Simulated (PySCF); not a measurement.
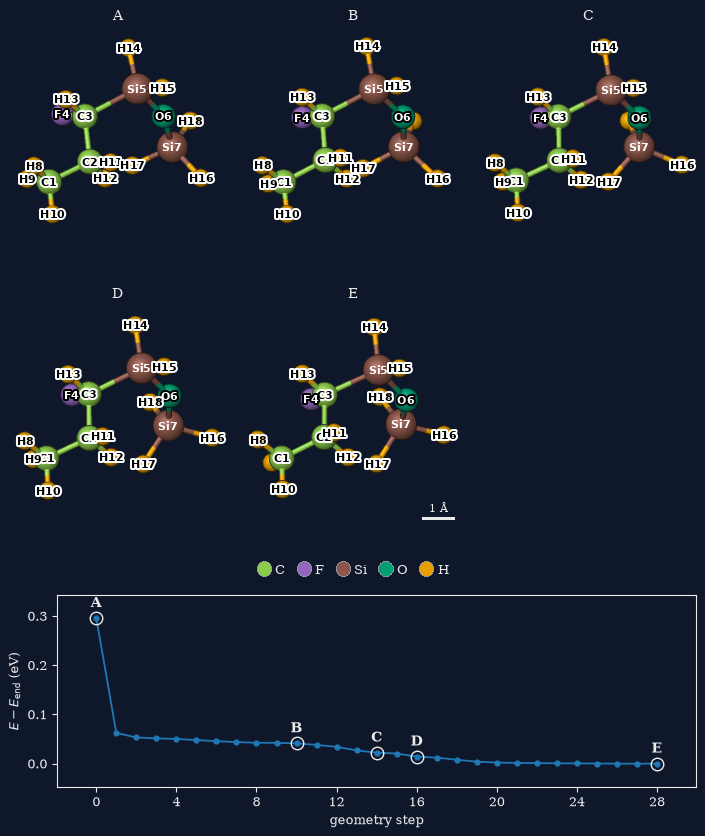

Frames of a relaxation of C3H11FOSi2, marked on the history of the run. Style: ball-and-stick. Shown from a free direction.

The start comes from GFN2-xTB. Its atoms were then displaced at random by about 0.01 Å.

Method: PySCF, PBE0-D3(BJ)/def2-SVP geometry optimisation, gas phase. 

> What happens along the run?

H18 moves most after the best rigid fit: 1.45 Å. By element the largest moves are H 1.45 Å, F 0.53 Å, O 0.37 Å, Si 0.28 Å, C 0.22 Å. Some distances before and after: Si5–O6 1.604 → 1.658 Å, Si7–H16 1.443 → 1.490 Å, Si7–H18 1.450 → 1.492 Å, C3–Si5 1.936 → 1.902 Å. Bond angles that change, for instance: Si5–O6–Si7 158.2° → 139.0°, O6–Si7–H18 105.5° → 110.7°, H14–Si5–H15 115.0° → 110.2°. Groups turn about O6–Si7 by about 65°. Over 28 geometry steps the energy falls by 0.296 eV. From step 0 to 10: H18 moves most (0.43 Å), energy −0.255 eV. From step 10 to 14: H atoms move most (0.63 Å), energy −0.019 eV. From step 14 to 16: H18 moves most (0.31 Å), energy −0.008 eV. From step 16 to 28: H18 moves most (0.27 Å), energy −0.014 eV.
